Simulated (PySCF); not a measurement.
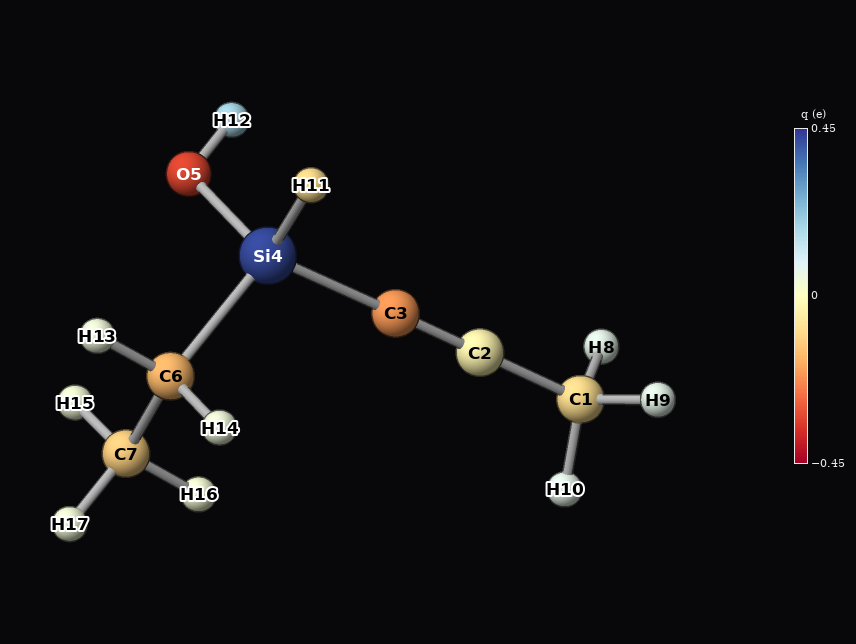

Atoms are coloured by their Hirshfeld charges. Computed geometry: PBE0-D3(BJ)/def2-SVP optimisation. No frequency run is at hand to confirm it as a minimum. Level of theory: PBE0/pcSseg-1 in tetrahydrofuran (IEF-PCM) (PySCF 2.14.0).

List the Hirshfeld charges.

```csv
atom,value (e)
C1,−0.09
C2,−0.03
C3,−0.20
Si4,0.41
O5,−0.32
C6,−0.16
C7,−0.12
H8,0.07
H9,0.07
H10,0.07
H11,−0.09
H12,0.18
H13,0.05
H14,0.04
H15,0.04
H16,0.03
H17,0.04
```
